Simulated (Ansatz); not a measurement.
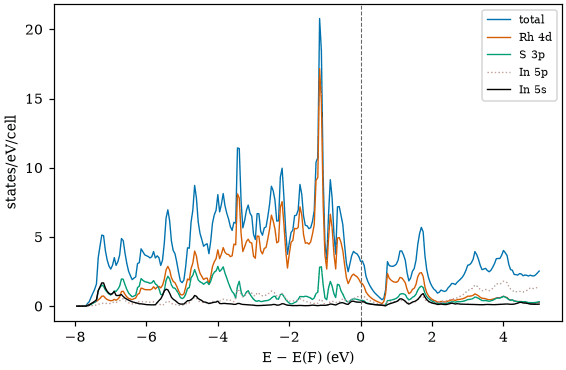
Figure: Total and projected density of states of In$_{2}$Rh$_{3}$S$_{2}$ in space group R-3m (No. 166; In on 3a, In on 3b, Rh on 9d, S on 6c), the program Ansatz at the r²SCAN level (PAW)

Q: Which orbitals carry the states next to the Fermi level?

A: Within 0.5 eV of the Fermi level: Rh 4d 57 %, In 5p 17 %, S 3p 13 %, In 5s 8 %. Projections are on Löwdin-orthogonalised atomic valence shells; empty p or d shells of many metals are not among them.

Q: Where is the tallest occupied peak in this window, and what makes it?

A: Near -1.1 eV, about 21 states/eV per cell; the largest projected share is Rh 4d.

The first step of the workflow began from a Materials Project structure, measured or hypothetical; the Crystallography Open Database copy checked does not list it. Whether it is the stable phase at ambient conditions was not checked. The cell was relaxed with r²SCAN under the symmetry of its start; its stability against distortions is not shown here. The run is not spin-polarised. With an odd number of electrons in the cell and no spin polarisation, the count alone makes it a metal. Scalar-relativistic: spin–orbit coupling is off unless named, which matters more the heavier the elements.

Potentials: the later of the program's two PAW sets.
